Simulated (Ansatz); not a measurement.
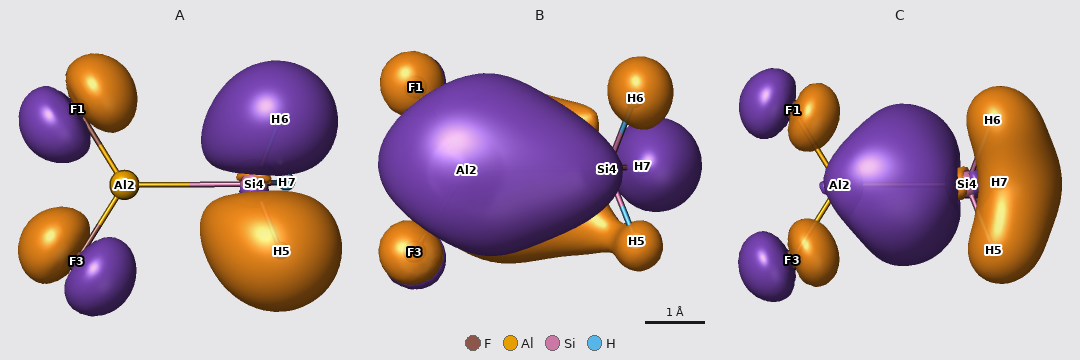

Figure 1: AlF$_{2}$H$_{3}$Si. Three frontier orbitals at ±0.08 Å⁻³ᐟ² (orange and purple are the two phases), in no order.

Computed with UKS PBE-D4/def2-SVP (Ansatz).

```csv
atom,x (Å),y (Å),z (Å)
F,1.2299,-0.8323,2.5634
Al,0.9115,-0.9985,0.9282
F,1.5588,-2.3487,0.1793
Si,-0.4460,0.6219,-0.2759
H,-0.1383,0.5905,-1.7479
H,-0.2042,2.0094,0.2533
H,-1.9040,0.2924,-0.0860
```

### Order the three orbitals by energy and name them.

A is the HOMO−1 (−8.74 eV). By Hirshfeld shares it lies mainly on Si4 (about 30 %), H5 (about 20 %), H6 (about 20 %), F1 (about 15 %) and F3 (about 15 %). C is the HOMO (−7.50 eV). It lies mainly on Si4 (about 40 %), Al2 (about 30 %), F1 (about 10 %) and F3 (about 10 %). B is the LUMO (−2.13 eV). It lies mainly on Al2 (about 55 %) and Si4 (about 20 %).

### What is the HOMO–LUMO gap?

5.37 eV between the orbital energies.
